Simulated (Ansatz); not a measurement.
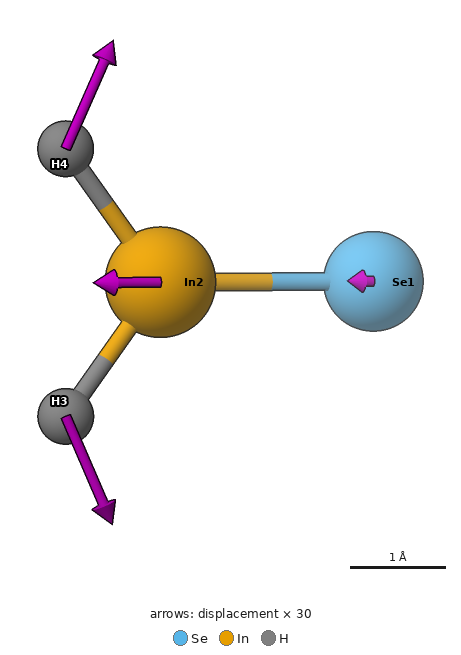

This is a relaxation of InH₂Se (charge −1). The starting structure is drawn; purple arrows show the displacements, 30 times their true length. The two geometries are superimposed by the best rigid fit.

A ball-and-stick model, seen at a tilt.

The calculation used RKS PBE0-D4/def2-TZVPD in Ansatz 0.2.0.

Input file:
```yaml
crystal:
  periodic: [false, false, false]
  atoms:
    - {symbol: Se, position_ang: [-1.890310, 0.688410, -1.175700]}
    - {symbol: In, position_ang: [0.054290, -0.019370, 0.033000]}
    - {symbol: H, position_ang: [0.735570, -1.647540, 0.095240]}
    - {symbol: H, position_ang: [1.100450, 0.978490, 1.047470]}
basis:
  gaussian: {orbitals: def2-TZVPD}
total_charge: -1
hamiltonian: {xc: pbe0, dispersion: d4}
relax: {f_tol: 0.005, max_steps: 200}
```

Command:
```bash
ansatz run in.yaml --threads 2 --pin off --events-out ev --progress --plain --max-ram 4352MiB
```

Q: What happened in the run?

A: After 3 accepted moves (4 points after the start) the energy has fallen by 0.007 eV. The largest force component goes from 0.16 to 0.001 eV/Å. The line search rejected the trial step at point 1 of the run. The largest moves after the best rigid fit, 0.042 Å, are those of H3 and H4. By element the largest moves are H 0.042 Å, In 0.025 Å, Se 0.010 Å. Some distances before and after: Se1–In2 2.397 → 2.412 Å, In2–H3 1.766 → 1.772 Å. Among the angles between lasting bonds that change: H3–In2–H4 105.8° → 109.5°. The run took 15 s on 2 threads of Arm Neoverse V2, on a shared host.
